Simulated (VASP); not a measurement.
# NiO: structure and properties in VASP

How well does PBE + D3(BJ) + U reproduce what experiment finds for NiO? The cell is relaxed first, and properties follow on it. The steps: full relaxation (PBE + D3(BJ) + U), single point with fields (PBE + D3(BJ) + U), band structure (PBE + D3(BJ) + U), total and projected DOS (PBE + D3(BJ) + U), zone-centre phonons (PBE + D3(BJ) + U), independent-particle dielectric function (PBE + D3(BJ) + U), core-level energies (PBE + D3(BJ) + U) and a single point (PBE + D3(BJ) + U), changed input. The start is a cell from a database of measured crystal structures.

Method: PBE with D3(BJ), DFT+U (Ni d 5 eV), spin-polarised from a ferromagnetic start (one magnetic atom a cell); plane waves and PAW (Ni, O), in the first sound run; inputs show where later runs differ, in VASP 6.6.1.

**Measured values to reproduce.**

“Plasma-assisted molecular beam epitaxy of NiO on GaN(00.1)” (2019, arxiv:1910.07810) quotes from earlier work for NiO, rock salt (bulk NiO foil, from earlier work): lattice constant a (cubic lattice constant from (200) peak) 0.4176 nm [Measured on a bulk NiO foil, from the authors' earlier cited work; derived from a single …].

This is a report of a sequence of runs, with most program output left out.

## (1) The structure

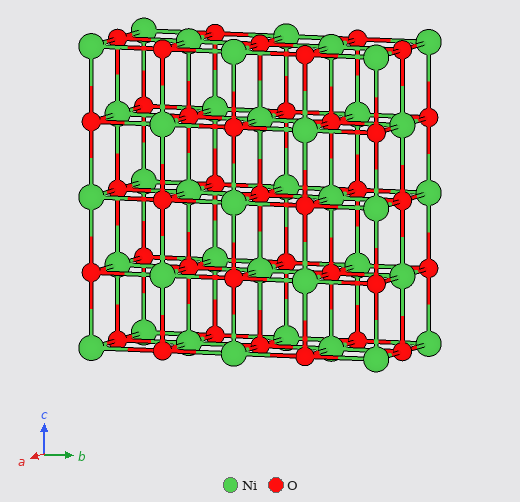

The cell as given, slightly off an axis (nickel green, oxygen red). 1×2×2 cells are drawn. This picture shows the conventional cell, with its axes. Some periodic images of atoms are drawn too.

## (2) Full relaxation (PBE + D3(BJ) + U)

Properties are meant for the cell that this level of theory prefers, so cell and atoms are relaxed first (ISIF = 3) until forces and stress are small; EDIFFG sets the threshold. PBE, the usual starting point, adds the gradient of the density. A dispersion term adds the long-range attraction that semilocal functionals lack. D3 with Becke-Johnson damping keeps a finite attraction at short range. A Hubbard U penalises fractional filling of the localised shell, which semilocal functionals favour.

Input file INCAR:

```
SYSTEM = NiO
PREC = Accurate
ENCUT = 520
EDIFF = 1E-06
NELM = 100
ISMEAR = 0
SIGMA = 0.05
LREAL = .FALSE.
ALGO = Normal
GGA = PE
IVDW = 12
NBANDS = 15
ISPIN = 2
MAGMOM = 1 0
LDAU = .TRUE.
LDAUTYPE = 2
LDAUL = 2 -1
LDAUU = 5 0
LDAUJ = 0 0
LDAUPRINT = 1
LASPH = .TRUE.
LMAXMIX = 4
LORBIT = 11
LWAVE = .FALSE.
LCHARG = .FALSE.
KPAR = 2
IBRION = 2
NSW = 60
ISIF = 3
EDIFFG = -0.01
```

Input file POSCAR:

```
NiO
1.0
    0.0000000000      2.0859016414      2.0859016414
    2.0859016414      0.0000000000      2.0859016414
    2.0859016414      2.0859016414      0.0000000000
Ni O
1 1
Direct
    0.0000000000      0.0000000000      0.0000000000
    0.5000000000      0.5000000000      0.5000000000
```

Input file KPOINTS:

```
Automatic mesh
0
Gamma
8 8 8
0 0 0
```

PAW data sets: Ni and O (PBE family, release 64).

Started as:

```console
mpirun -np 2 vasp_std
```

Wall time 44 s (2 MPI ranks of Intel Xeon Platinum 8375C at 2.90GHz (Ice Lake), shared host); peak memory 0.31 GiB; 86 s of CPU time.

The cell holds one magnetic atom, so no antiferromagnetic order fits into it. Experiment finds antiferromagnetic order in this phase (below 523 K, arxiv:1210.6675), so this ferromagnetic run describes another state. The gap is read on the k-mesh alone, so it is an upper bound where the band edges lie off the mesh. Direct gaps are counted within one spin. The valence top and the conduction bottom belong to opposite spins. The run keeps the 48 symmetry operations of its start, so it cannot find a distortion of lower symmetry.

The steps of the relaxation:

```
step  energy less that of the first step (eV)  largest force (eV/Å)  pressure (GPa)  volume (Å³)
   1                                   0.0000                0.0000            1.49        18.15
   2                                  -0.0002                0.0000           -1.23        18.37
   3                                  -0.0006                0.0000           -0.09        18.28
```

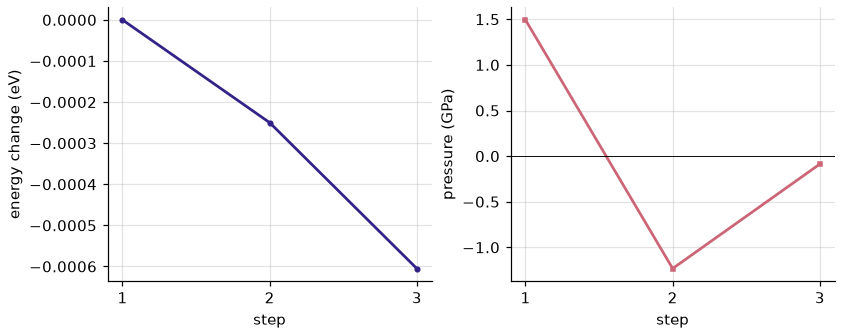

Energy and pressure along the relaxation.

```csv
"conventional cell, symmetrised",before,after,change
a (Å),4.172,4.182,+0.2 %
b (Å),4.172,4.182,+0.2 %
c (Å),4.172,4.182,+0.2 %
volume (Å³/atom),9.08,9.14,+0.7 %
```

Final coordinates:

```xyz
2
Lattice="0.0000 2.0908 2.0908 2.0908 0.0000 2.0908 2.0908 2.0908 0.0000" Properties=species:S:1:pos:R:3 pbc="T T T"
Ni    0.0000    0.0000    0.0000
O     2.0908    2.0908    2.0908
```

Numbers from this step:

* electrons: 16
* bands: 15
* irreducible k-points: 29
* symmetry operations: 48
* free energy (TOTEN): -10.87 eV
* Fermi energy: 7.186 eV
* pressure: -0.08715 GPa
* moment of the cell, from the last line of the log: 2 μB
* metallic: no
* valence top at k: 0.5, 0, 0
* conduction bottom at k: 0, 0, 0
* least direct gap on the k-mesh, within one spin: 3.155 eV
* SCF cycles over all ionic steps: 29
* gap on the k-mesh: 1.892 eV

Spin moment in the PAW sphere by atom:

```csv
atom,spin moment in the PAW sphere (μB)
Ni1,1.78
O2,0.20
```

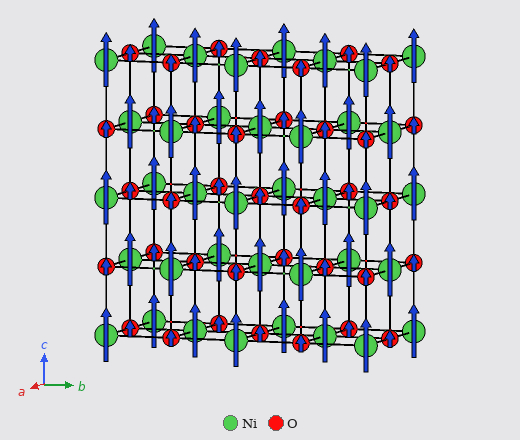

Spin moment in the PAW sphere as arrows, the longest 1.78 μB. Up and down stand for the sign. Arrows give size and sign along the axis of quantisation, drawn up and down the page. Each arrow also spans its atom, so small moments look longer than they are. 1×2×2 conventional cells are drawn. Some periodic images of atoms are drawn too.

It ends with forces that vanish by symmetry and a pressure of -0.09 GPa. The volume lies +0.7 % from that of the database's start.

## (3) Single point with fields (PBE + D3(BJ) + U)

A single point on the relaxed cell gives a clean self-consistent state, with density, ELF and potential written out.

INCAR: that of step 2 with these lines changed.

```diff
@@ -24,7 +24,5 @@
 LWAVE = .FALSE.
-LCHARG = .FALSE.
-KPAR = 2
-IBRION = 2
-NSW = 60
-ISIF = 3
-EDIFFG = -0.01
+LCHARG = .TRUE.
+ISIF = 2
+LELF = .TRUE.
+LVHAR = .TRUE.
```

Input file POSCAR:

```
NiO
1.0
    0.0000000000      2.0908002819      2.0908002819
    2.0908002819      0.0000000000      2.0908002819
    2.0908002819      2.0908002819      0.0000000000
Ni O
1 1
Direct
    0.0000000000      0.0000000000      0.0000000000
    0.5000000000      0.5000000000      0.5000000000
```

KPOINTS is that of step 2.

Started as:

```console
mpirun -np 2 vasp_std
```

Run time: 22 s. Hardware: 2 MPI ranks; peak memory 0.26 GiB.

With spin, VASP writes an ELF for each channel.

Numbers from this step:

```
SCF cycles   : 15
bands        : 16
Fermi energy : 7.265 eV
pressure     : -0.08380 GPa
```

Valence electrons inside each PAW sphere by angular momentum. Sphere charges, by row:

| atom | s (e) | p (e) | d (e) | tot (e) |
| --- | --- | --- | --- | --- |
| Ni1 | 0.342 | 0.421 | 8.216 | 8.979 |
| O2 | 1.548 | 3.476 | 0 | 5.025 |

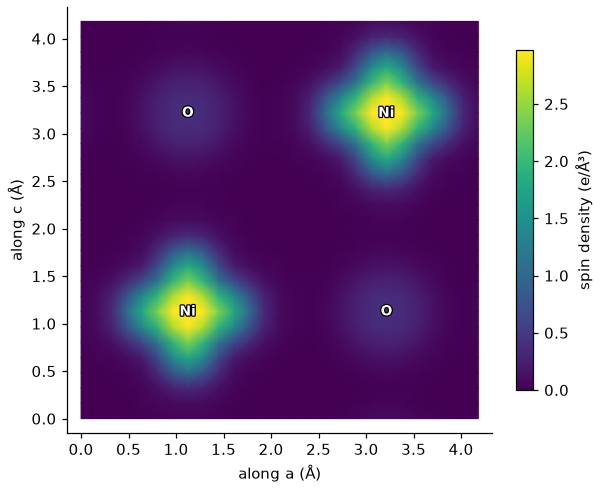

Spin density in the ac plane of the conventional cell at fractional y = 0.000, with atoms of Ni and O within 0.2 Å of it. The map starts off the cell's origin, so that atoms lie inside it.

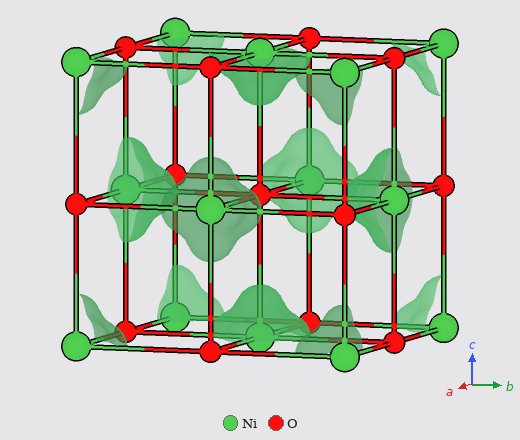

Surface of spin density = 0.45 e/Å³, which holds about 70 % of the integral of its size.

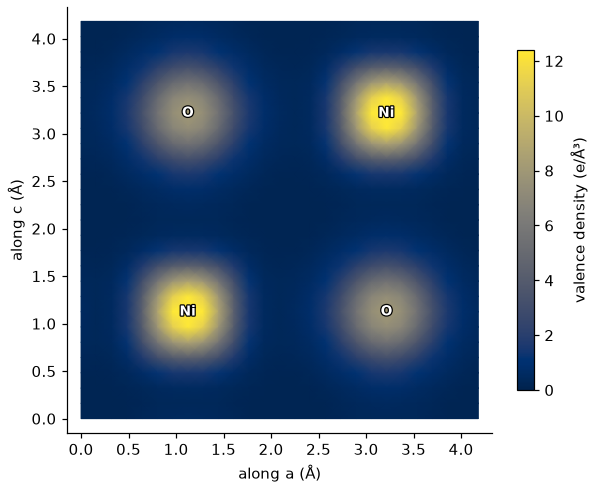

Valence density in the ac plane of the conventional cell at fractional y = 0.000, with atoms of Ni and O within 0.2 Å of it. It is the smooth field of the valence electrons, not physical close to the nuclei. The map starts off the cell's origin, so that atoms lie inside it.

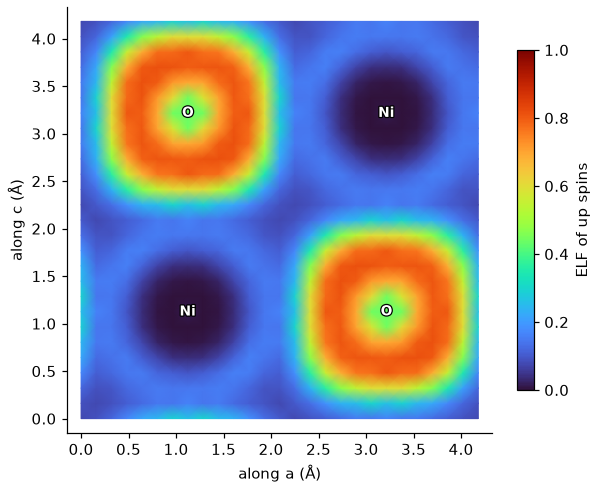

ELF of up spins in the ac plane of the conventional cell at fractional y = 0.000, with atoms of Ni and O within 0.2 Å of it. It is the smooth field of the valence electrons, not physical close to the nuclei. The map starts off the cell's origin, so that atoms lie inside it.

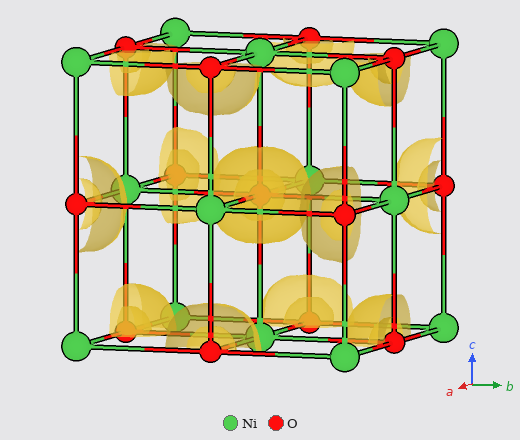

Surface of ELF of up spins = 0.74.

In this run the pressure is -0.08 GPa, small enough to go on.

## (4) Band structure (PBE + D3(BJ) + U)

This step: PBE with D3(BJ), DFT+U (Ni d 5 eV), spin-polarised from a ferromagnetic start; plane waves and PAW (Ni, O) (VASP 6.6.1).

Levels along the symmetry lines show where the bands peak and cross; KPOINTS_OPT computes them in the converged potential.

INCAR: that of step 3 with these lines changed.

```diff
@@ -11,5 +11,5 @@
 IVDW = 12
-NBANDS = 15
+NBANDS = 21
 ISPIN = 2
-MAGMOM = 1 0
+MAGMOM = 1.784 0.201
 LDAU = .TRUE.
@@ -24,5 +24,3 @@
 LWAVE = .FALSE.
-LCHARG = .TRUE.
-ISIF = 2
-LELF = .TRUE.
-LVHAR = .TRUE.
+LCHARG = .FALSE.
+KPAR = 2
```

POSCAR is that of step 3.

KPOINTS is that of step 3.

Input file KPOINTS_OPT:

```
Line mode
16
Line-mode
Reciprocal
  0.00000000   0.00000000   0.00000000 GAMMA
  0.50000000   0.00000000   0.50000000 X

  0.50000000   0.00000000   0.50000000 X
  0.50000000   0.25000000   0.75000000 W

  0.50000000   0.25000000   0.75000000 W
  0.37500000   0.37500000   0.75000000 K

  0.37500000   0.37500000   0.75000000 K
  0.00000000   0.00000000   0.00000000 GAMMA

  0.00000000   0.00000000   0.00000000 GAMMA
  0.50000000   0.50000000   0.50000000 L

  0.50000000   0.50000000   0.50000000 L
  0.62500000   0.25000000   0.62500000 U

  0.62500000   0.25000000   0.62500000 U
  0.50000000   0.25000000   0.75000000 W

  0.50000000   0.25000000   0.75000000 W
  0.50000000   0.50000000   0.50000000 L

  0.50000000   0.50000000   0.50000000 L
  0.37500000   0.37500000   0.75000000 K

  0.62500000   0.25000000   0.62500000 U
  0.50000000   0.00000000   0.50000000 X
```

Started as:

```console
mpirun -np 2 vasp_std
```

It took 53 s on 2 MPI ranks; peak memory 0.34 GiB; 1.7 min of CPU time.

Numbers from this step:

| Property | Result |
| --- | --- |
| bands | 21 |
| Fermi energy | 7.349 eV |
| pressure | -0.06407 GPa |
| least gap on mesh and path | 1.892 eV |
| least direct gap on mesh and path | 3.150 eV |

Spin up. The electronic bands at the labelled points (eV, zero at the valence-band top; v1 is the highest filled band, c1 the lowest empty one):

```csv
point,v4,v3,v2,v1,c1
Γ,-4.54,-1.67,-1.67,-1.67,2.51
X,-3.69,-3.69,-3.03,-3.03,6.87
W,-3.69,-3.04,-3.04,-1.97,9.27
K,-3.79,-3.10,-2.88,-1.54,8.56
Γ,-4.54,-1.67,-1.67,-1.67,2.51
L,-4.01,-2.83,0.00,0.00,6.54
U,-3.79,-3.10,-2.88,-1.54,8.56
W,-3.69,-3.04,-3.04,-1.97,9.27
L,-4.01,-2.83,0.00,0.00,6.54
K,-3.79,-3.10,-2.88,-1.54,8.56
jump to U,-3.79,-3.10,-2.88,-1.54,8.56
X,-3.69,-3.69,-3.03,-3.03,6.87
```

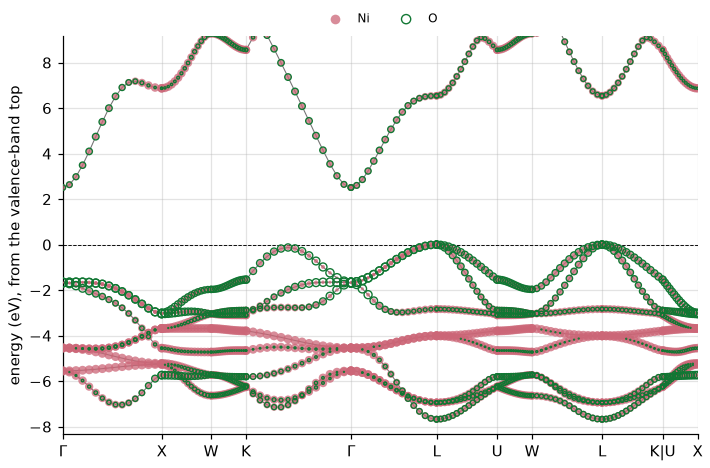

Electronic bands along the path; dots are coloured as in the legend, and their area grows with the weight.

Spin down. Electronic bands along the path, in eV, zero at the valence-band top; v1 is the highest filled band, c1 the lowest empty one:

```csv
point,v4,v3,v2,v1,c1,c2,c3
Γ,-3.57,-1.27,-1.27,-1.27,1.89,1.89,2.87
X,-2.66,-2.66,-2.63,-2.62,2.34,2.81,7.48
W,-3.74,-2.62,-2.25,-2.25,2.70,3.25,10.00
K,-2.94,-2.74,-2.60,-2.18,2.89,3.29,9.10
Γ,-3.57,-1.27,-1.27,-1.27,1.89,1.89,2.87
L,-3.88,-2.01,-2.01,-1.90,4.34,4.34,6.72
U,-2.94,-2.74,-2.60,-2.18,2.89,3.29,9.10
W,-3.74,-2.62,-2.25,-2.25,2.70,3.25,10.00
L,-3.88,-2.01,-2.01,-1.90,4.34,4.34,6.72
K,-2.94,-2.74,-2.60,-2.18,2.89,3.29,9.10
jump to U,-2.94,-2.74,-2.60,-2.18,2.89,3.29,9.10
X,-2.66,-2.66,-2.63,-2.62,2.34,2.81,7.48
```

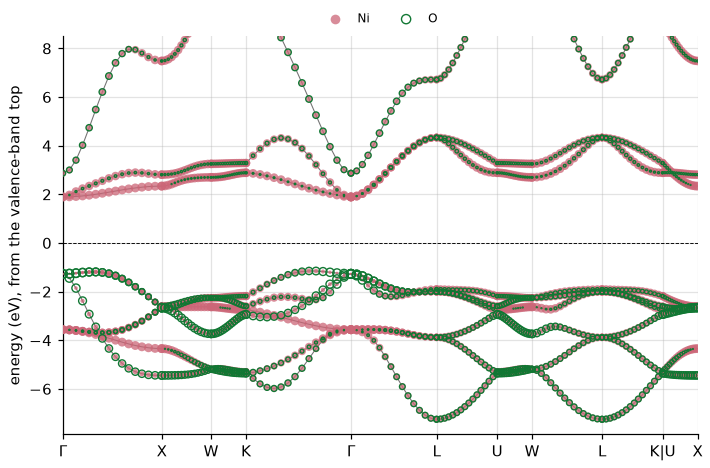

Electronic bands along the path; dots are coloured as in the legend, and their area grows with the weight.

The path finds the gap of the mesh within 0.02 eV, so the mesh comes close to both band edges.

## (5) Total and projected DOS (PBE + D3(BJ) + U)

A density of states needs more k-points than a total energy; ISMEAR = -5 takes tetrahedra, and LORBIT projects the states on the PAW spheres. The mesh is finer than in the run before.

INCAR: that of step 4 with these lines changed.

```diff
@@ -5,3 +5,3 @@
 NELM = 100
-ISMEAR = 0
+ISMEAR = -5
 SIGMA = 0.05
@@ -26 +26,2 @@
 KPAR = 2
+NEDOS = 2001
```

POSCAR is that of step 4.

Input file KPOINTS:

```
Automatic mesh
0
Gamma
12 12 12
0 0 0
```

Started as:

```console
mpirun -np 2 vasp_std
```

Run time: 42 s. Hardware: 2 MPI ranks; peak memory 0.36 GiB; 81 s of CPU time.

Numbers from this step:

| Property | Result |
| --- | --- |
| irreducible k-points | 72 |
| Fermi energy | 6.962 eV |
| pressure | -0.06364 GPa |
| least direct gap on the k-mesh, within one spin | 3.151 eV |

The density of states has structure finer than the step of the table below, so its rows give means over 2 eV, whole bins alone (the curve runs from -12.0 to 9.87 eV). Peaks (eV: height): total down -3.4: 2.09, -2.7: 2.51, -2.2: 3.35, -2.0: 3.28; total up -6.8: 2.41, -4.5: 4.64, -4.0: 2.49, -2.9: 5.50; Ni d up -6.8: 1.60, -4.5: 4.14, -4.0: 2.40, -2.9: 3.34; Ni d down -2.7: 1.91, -2.2: 2.26, -2.0: 2.08, 2.7: 1.51; O p up -7.0: 0.459, -6.8: 0.456, -2.9: 1.19, -1.6: 0.657.

States under -12.0 eV and over 9.9 eV are left out. Table of density of states by energy, zero at the valence-band top; means over each step; 7 of 8 lines; values in states/eV/cell:

```csv
energy (eV),total down,total up,Ni d up,Ni d down,O p up,O p down,Ni p down
-10,0,0,0,0,0,0,0
-8,0.00815,0.174,0.0768,0.00203,0.0439,0.00245,6.4e-5
-6,0.495,1.31,0.852,0.127,0.231,0.165,0.0299
-4,1.05,1.16,1.05,0.610,0.0452,0.255,0.0274
-2,1.45,1.05,0.412,0.861,0.422,0.404,0.0300
0,0,0.314,0.0919,0,0.176,0,0
2,0.426,7.0e-4,0,0.378,4.7e-5,0.0145,0.00280
4,0.592,0.0257,2.0e-4,0.458,0.00482,0.0762,0.00866
6,0.0756,0.114,0.00237,0.00427,0.0249,0.0180,0.00839
8,0.282,0.299,0.00745,0.0131,0.0517,0.0549,0.0381
```

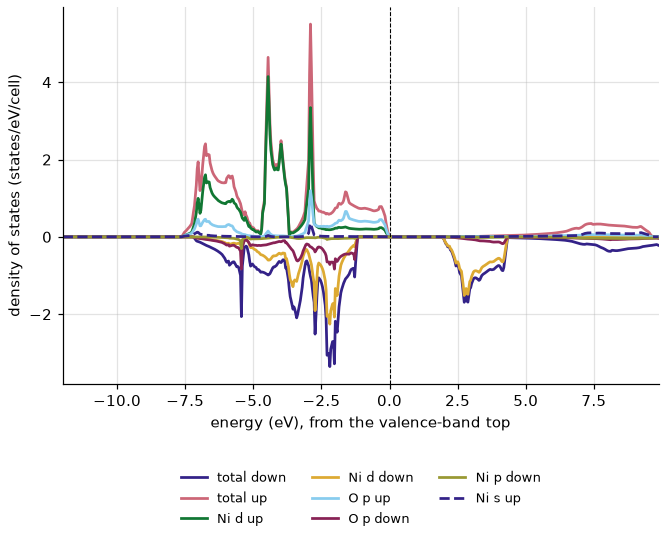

Density of states against energy. Down spins are drawn negative.

The gap on this mesh is 1.89 eV. In the top eV of the valence band the largest shares in the PAW spheres are O p 56 % and Ni d 29 %. The rest lies in smaller channels or between the spheres.

## (6) Zone-centre phonons (PBE + D3(BJ) + U)

Zone-centre modes test whether the atoms sit at a minimum within this cell. IBRION = 6 takes the force constants from differences of forces between displaced cells, so the forces must be tight.

INCAR: that of step 5 with these lines changed.

```diff
@@ -3,5 +3,5 @@
 ENCUT = 520
-EDIFF = 1E-06
+EDIFF = 1E-08
 NELM = 100
-ISMEAR = -5
+ISMEAR = 0
 SIGMA = 0.05
@@ -11,3 +11,3 @@
 IVDW = 12
-NBANDS = 21
+NBANDS = 15
 ISPIN = 2
@@ -26,2 +26,6 @@
 KPAR = 2
-NEDOS = 2001
+IBRION = 6
+NFREE = 2
+POTIM = 0.015
+ISIF = 2
+NSW = 1
```

POSCAR is that of step 5.

Input file KPOINTS:

```
Automatic mesh
0
Gamma
8 8 8
0 0 0
```

Started as:

```console
mpirun -np 2 vasp_std
```

Elapsed: 88 s, on 2 MPI ranks; peak memory 0.37 GiB.

The last energy, forces, stress and levels in OUTCAR belong to the last displaced cell, not to the cell of POSCAR.

This step gave:

- bands: 15
- irreducible k-points: 29
- pressure of the cell: -0.01651 GPa
- largest force of the cell: 0 eV/Å

Transverse limit, no LO-TO splitting. The modes at Γ (shares of kinetic energy by element, %):

| mode | frequency (cm⁻¹) | symmetry | Ni % | O % |
| --- | --- | --- | --- | --- |
| 1 | 0.0 | acoustic | 79 | 21 |
| 2 | 0.0 | acoustic | 79 | 21 |
| 3 | 0.0 | acoustic | 79 | 21 |
| 4 | 320.7 | T1u | 21 | 79 |
| 5 | 320.7 | T1u | 21 | 79 |
| 6 | 320.7 | T1u | 21 | 79 |

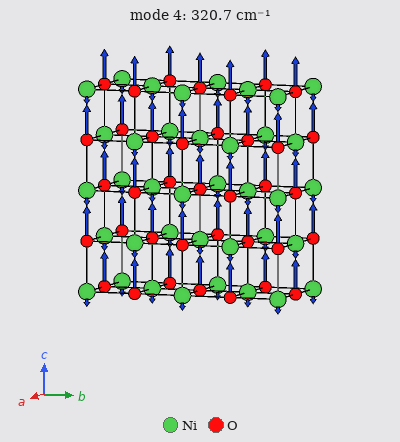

Displacement patterns of mode 4 at Γ; arrows are exaggerated. 1×2×2 conventional cells are drawn. Some periodic images of atoms are drawn too.

The three acoustic modes come out at zero, and all others are real. By the characters of their eigenvectors the optical modes sort into (cm⁻¹) infrared active: T1u 321.

[end of part 1 of 2]

[Lines on the potential files, build, host, timing and source positions are cut from VASP's logs without a mark.]

[Logs are printed without paths, hosts, clocks, repeated set-up lines and the standing remarks that a program may print on its own settings, such as how far it seeks lower states.]

[Hosts, paths, dates, database ids (printed as entryN), source tags and the programs' standing remarks are cut or masked in the printed files.]

[Measured values are set beside computed ones only where the two were judged alike; some that the calculation misses by far are left out.]
